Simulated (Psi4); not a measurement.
# ClFHIn (SMILES [F][InH][Cl]) at MP2/def2-SVP (density fitting, core potential, density fitting for correlation)

Aim: the vertical singlet–triplet gap of ClFHIn at MP2/def2-SVP (density fitting, core potential, density fitting for correlation), from 2 runs. 

The calculation is run with Psi4 1.11.

## 1. Starting point

ClFHIn: 4 atoms, total charge 0, spin state singlet. As SMILES, `[F][InH][Cl]`. The coordinates come from a PBE0-D4/def2-TZVP relaxation.

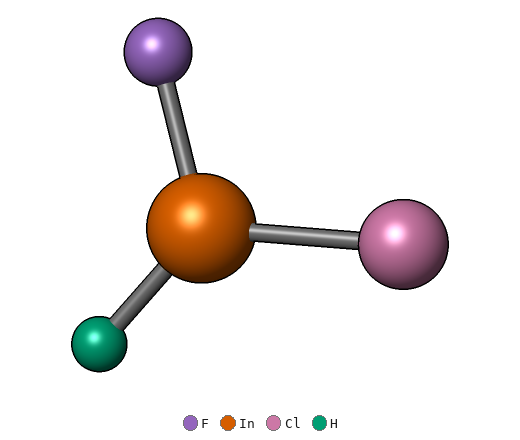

Viewed from a chosen angle; fluorine purple, indium orange, chlorine pink, hydrogen teal.

## 2. A single-point energy at MP2/def2-SVP (density fitting, core potential, density fitting for correlation)

Input file clfhin.xyz:

```xyz
4
ClFHIn
F     -1.569200    -0.190500     0.987800
In    -0.021100     0.130300    -0.135600
Cl     1.671100    -1.313100     0.468200
H     -0.025300     1.312800    -1.340700
```

Input file run.py:

```python
import numpy as np
from ase.calculators.psi4 import Psi4
from ase.io import read

atoms = read('clfhin.xyz')
calc = Psi4(atoms=atoms, method='mp2', basis='def2-SVP', memory='1600MB', num_threads=1, charge=0, multiplicity=1, label='clfhin')
calc.psi4.set_options({'scf_type': 'df', 'num_frozen_docc': 10, 'mp2_type': 'df'})
atoms.calc = calc

print(f'energy: {atoms.get_potential_energy():.6f} eV')
```

Run with:

```console
$ python run.py
```

clfhin.dat:

```text
=> Loading Basis Set <=

    Name: DEF2-SVP
    Role: ORBITAL
    Keyword: BASIS

    !!!  WARNING: ECP capability is in beta. Please check occupations closely.  !!!

         ---------------------------------------------------------
                                   SCF
                              RHF Reference
                        1 Threads,   1525 MiB Core
         ---------------------------------------------------------

  ==> Geometry <==

    Molecular point group: c1
    Full point group: C1

    Geometry (in Angstrom), charge = 0, multiplicity = 1:

       Center              X                  Y                   Z               Mass
    ------------   -----------------  -----------------  -----------------  -----------------
         F           -1.723275500061     0.005179018875     0.880624381993    18.998403162730
         IN          -0.175175500061     0.325979018875    -0.242775618007   114.903878776000
         CL           1.517024499939    -1.117420981125     0.361024381993    34.968852682000
         H           -0.179375500061     1.508479018875    -1.447875618007     1.007825032230

  Running in c1 symmetry.

[... 90 lines left out ...]
   @DF-RHF iter SAD:  -746.84275449821928   -7.46843e+02   0.00000e+00
[... 2 lines left out ...]
   @DF-RHF iter   3:  -748.56874237095883   -2.97937e-02   3.77667e-04 DIIS/ADIIS
[... 2 lines left out ...]
   @DF-RHF iter   6:  -748.56919888306902   -7.13504e-06   1.00437e-05 DIIS
[... 2 lines left out ...]
   @DF-RHF iter   9:  -748.56919956075410   -1.21361e-09   1.09368e-07 DIIS
[... 2 lines left out ...]
  Energy and wave function converged.
[... 32 lines left out ...]
    Nuclear Repulsion Energy =            167.4560367247427450
[... 2 lines left out ...]
    Total Energy =                       -748.5691995608362959
[... 16 lines left out ...]
 Dipole Z            :        -15.1897444           14.2048263           -0.9849181
[... 21 lines left out ...]
	 --------------------------------------------------------

   => Auxiliary Basis Set <=

  Basis Set: (DEF2-SVP AUX)
    Blend: DEF2-SVP-RI
    Number of shells: 72
    Number of basis functions: 238
    Number of Cartesian functions: 288
    Spherical Harmonics?: true
    Max angular momentum: 4

	 --------------------------------------------------------
	                 NBF =    63, NAUX =   238
	 --------------------------------------------------------
	   CLASS    FOCC     OCC    AOCC    AVIR     VIR    FVIR
	   PAIRS      10      24      14      39      39       0
	 --------------------------------------------------------

	-----------------------------------------------------------
	 ==================> DF-MP2 Energies <====================
	-----------------------------------------------------------
	 Reference Energy          =    -748.5691995608362959 [Eh]
	 Singles Energy            =      -0.0000000000000000 [Eh]
	 Same-Spin Energy          =      -0.1088924241982574 [Eh]
	 Opposite-Spin Energy      =      -0.2950986729265783 [Eh]
	 Correlation Energy        =      -0.4039910971248357 [Eh]
	 Total Energy              =    -748.9731906579611405 [Eh]
	-----------------------------------------------------------
	 ================> DF-SCS-MP2 Energies <==================
	-----------------------------------------------------------
	 SCS Same-Spin Scale       =       0.3333333333333333 [-]
	 SCS Opposite-Spin Scale   =       1.2000000000000000 [-]
	 SCS Same-Spin Energy      =      -0.0362974747327525 [Eh]
	 SCS Opposite-Spin Energy  =      -0.3541184075118939 [Eh]
	 SCS Correlation Energy    =      -0.3904158822446464 [Eh]
	 SCS Total Energy          =    -748.9596154430809065 [Eh]
	-----------------------------------------------------------

	total time  =          0 seconds =       0.00 minutes
```

Standard output:

```text
energy: -20380.598613 eV
```

It took 1.9 s on 1 thread of Intel Xeon Platinum 8375C at 2.90GHz (Ice Lake), shared host; peak memory 0.21 GiB.

## 3. The triplet at the same level

Input file clfhin.py:

```python
import psi4

psi4.set_memory(1600000000)
psi4.set_num_threads(1)
psi4.core.set_output_file('output.dat', False)

geom = psi4.geometry("""
0 3
F
In 1 1.939473
Cl 2 2.304673 1 109.31349
H 2 1.688369 1 121.82291 3 -179.99751
symmetry c1
""")

psi4.set_options({
    'basis': 'def2-SVP',
    'reference': 'uhf',
    'scf_type': 'df',
    'num_frozen_docc': 10,
    'mp2_type': 'df',
})

energy_value = psi4.energy('mp2', molecule=geom)
print('E =', round(energy_value, 9))
```

Run with:

```console
$ python clfhin.py
```

output.dat, cut to the lines that bear on the results:

```text
[...]
    !!!  WARNING: ECP capability is in beta. Please check occupations closely.  !!!
[...]
  Running in c1 symmetry.
[...]
   @DF-UHF iter   3:  -748.33269833706049   -5.27093e-02   8.21168e-04 DIIS/ADIIS
[...]
   @DF-UHF iter  23:  -748.33871127422219   -4.82032e-11   1.69884e-08 DIIS
[...]
   @S^2 Expected:                2.000000000E+00
[...]
```

On the terminal:

```text
E = -748.738315425
```

It took 2.2 s on 1 thread of Intel Xeon Platinum 8375C at 2.90GHz (Ice Lake), shared host; peak memory 0.2 GiB.

## 4. Results

At MP2/def2-SVP (density fitting, core potential, density fitting for correlation), 10 core orbitals frozen:

```
                                                           quantity          value
                                              singlet: total energy  -748.97319 Eh
                       singlet: HOMO energy (Hartree–Fock orbitals)      -12.26 eV
                       singlet: LUMO energy (Hartree–Fock orbitals)        0.82 eV
                     singlet: HOMO–LUMO gap (Hartree–Fock orbitals)       13.08 eV
              singlet: correlation energy (10 core orbitals frozen)     -404.0 mEh
                                              triplet: total energy  -748.73832 Eh
triplet: HOMO energy (Hartree–Fock orbitals) (highest over α and β)       -6.14 eV
 triplet: LUMO energy (Hartree–Fock orbitals) (lowest over α and β)       -3.75 eV
              triplet: correlation energy (10 core orbitals frozen)     -399.6 mEh
                                                      triplet: ⟨S²⟩          2.015
                   vertical energy of the triplet above the singlet       6.391 eV
```

In words: At this shape the triplet lies 6.39 eV (147 kcal/mol) above the singlet.
